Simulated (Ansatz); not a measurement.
**CH3FO (SMILES OCF) at RPA@PBE/STO-3G**

What is the vertical electron affinity of CH3FO at RPA@PBE/STO-3G? 

The results are computed with Ansatz 0.2.0.

68 further runs of the same task are left out: 2 that didn't finish, 66 set aside as unsound or not needed.

## Step 1: Starting point

CH3FO has 6 atoms, charge 0, and is taken as a singlet. SMILES: `OCF`. The coordinates come from a PBE0-D4/def2-TZVP relaxation. This is one conformer, not always the lowest.

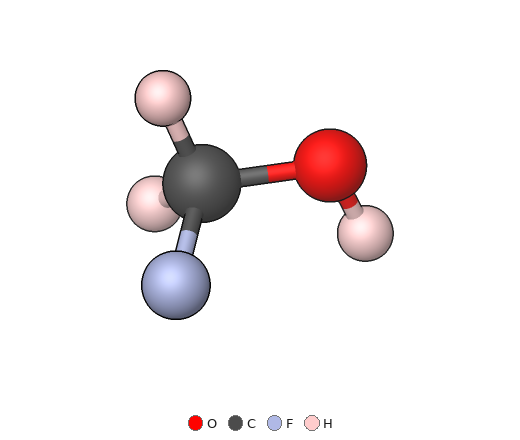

Viewed from a chosen angle; oxygen red, carbon dark grey, fluorine light blue, hydrogen pink.

## Step 2: The energy at RPA@PBE/STO-3G

The input, run.yaml:

```yaml
crystal:
  periodic: [false, false, false]
  atoms:
    - {symbol: O, position_ang: [-0.794000, -0.697200, -0.247400]}
    - {symbol: C, position_ang: [0.250200, 0.049000, 0.230800]}
    - {symbol: F, position_ang: [-0.094100, 1.383200, 0.323800]}
    - {symbol: H, position_ang: [-0.928700, -0.495100, -1.178000]}
    - {symbol: H, position_ang: [1.136800, 0.004900, -0.412500]}
    - {symbol: H, position_ang: [0.472100, -0.308800, 1.237300]}
basis:
  gaussian:
    orbitals: STO-3G
hamiltonian:
  xc: pbe
correlation:
  method: rpa
  frozen_orbitals: {C: 1, F: 1, H: 0, O: 1}
accuracy: high
```

The run is started by

```console
$ ansatz run run.yaml --threads 1 --pin off --max-ram 2610MiB --events-out events.jsonl --progress --plain --runs-dir runs
```

Log:

```text
Warning: RAYON_NUM_THREADS=1 ignored (pool sized by the plan → 1); use --threads N
Functional definition: PBE
  name "PBE"
  parameter kappa = 0.804
  parameter beta = 0.06672455060314922
  exchange = pbe_x(kappa = kappa, mu = beta*pi^2/3)
  correlation = pbe_c(beta = beta)
322 factors; integrals over basis functions are off by at most 3.3e-8 eV
mean field evaluation 1: about -5760.4391 eV, gradient 1.7e1 eV
mean field evaluation 2: about -5760.3757 eV, gradient 1.7e1 eV
mean field evaluation 4: about -5761.2631 eV, gradient 9.3e-1 eV
mean field evaluation 8: about -5761.2662 eV, gradient 6.7e-3 eV
mean field evaluation 16: about -5761.2662 eV, gradient 6.3e-8 eV
mean field -5761.26619927 eV, -211.7226276968 hartree, gradient 6.5e-8 eV, S^2 0.000000; 0 other end points of the search recorded, 0 dependent functions left out
3 core orbitals not correlated: weight in the atoms' cores, before any rotation towards them, 1.000 or more for the frozen orbitals, at most 0.000 for the correlated occupied ones
reference -5741.05713572 eV, -210.9799583094 hartree; 10, 10 occupied and 5, 5 virtual orbitals, 322 factors
Total energy: -5747.16010140 eV, -211.2042381615 hartree
```

It took 1.6 s on 1 thread of Arm Neoverse V1, shared host; peak memory 0.096 GiB.

## Step 3: The doublet anion at the same level

The input, job.yaml:

```yaml
crystal:
  periodic: [false, false, false]
  atoms:
    - {symbol: O, position_ang: [-0.794000, -0.697200, -0.247400]}
    - {symbol: C, position_ang: [0.250200, 0.049000, 0.230800]}
    - {symbol: F, position_ang: [-0.094100, 1.383200, 0.323800]}
    - {symbol: H, position_ang: [-0.928700, -0.495100, -1.178000]}
    - {symbol: H, position_ang: [1.136800, 0.004900, -0.412500]}
    - {symbol: H, position_ang: [0.472100, -0.308800, 1.237300]}
basis:
  gaussian: {orbitals: STO-3G}
total_charge: -1
correlation: {method: rpa, frozen_orbitals: {C: 1, F: 1, H: 0, O: 1}}
magnetization: {spin_polarized: true, initial_magnetization: 1}
accuracy: high
hamiltonian: {xc: {name: PBE}}
```

The run is started by

```console
$ ansatz run job.yaml --threads 1 --pin off --max-ram 2610MiB --events-out events.jsonl --progress --plain --runs-dir runs
```

Log, cut to the lines that bear on the results:

```text
Warning: RAYON_NUM_THREADS=1 ignored (pool sized by the plan → 1); use --threads N
[... 2 set-up lines as earlier in the session ...]
[...]
322 factors; integrals over basis functions are off by at most 3.3e-8 eV
[...]
mean field -5748.53730821 eV, -211.2548495782 hartree, gradient 5.7e-8 eV, S^2 0.751414; 3 other end points of the search recorded, 0 dependent functions left out
3 core orbitals not correlated: weight in the atoms' cores, before any rotation towards them, 1.000 or more for the frozen orbitals, at most 0.000 for the correlated occupied ones
reference -5725.97429420 eV, -210.4256741072 hartree; 11, 10 occupied and 4, 5 virtual orbitals, 322 factors
Total energy: -5732.71436242 eV, -210.6733670457 hartree
```

Wall time 4.2 s (1 thread of Arm Neoverse V1, shared host); peak memory 0.13 GiB.

## Step 4: Results

Level: RPA@PBE/STO-3G, 3 core orbitals frozen.

| quantity | value |
| --- | --- |
| singlet CH3FO: total energy | -211.20424 Eh |
| singlet CH3FO: RPA correlation energy (valence) | -224.3 mEh |
| doublet anion: total energy | -210.67337 Eh |
| doublet anion: RPA correlation energy (valence) | -247.7 mEh |
| doublet anion: ⟨S²⟩ of the reference determinant | 0.751 |
| vertical electron affinity (to the doublet anion) | -14.446 eV |

The anion lies 14.45 eV (333 kcal/mol) above the neutral: the electron isn't bound at this level, and such a value depends on the basis. Without diffuse functions anions come out too high. In a minimal basis such a difference can be off by several eV, whatever the method.
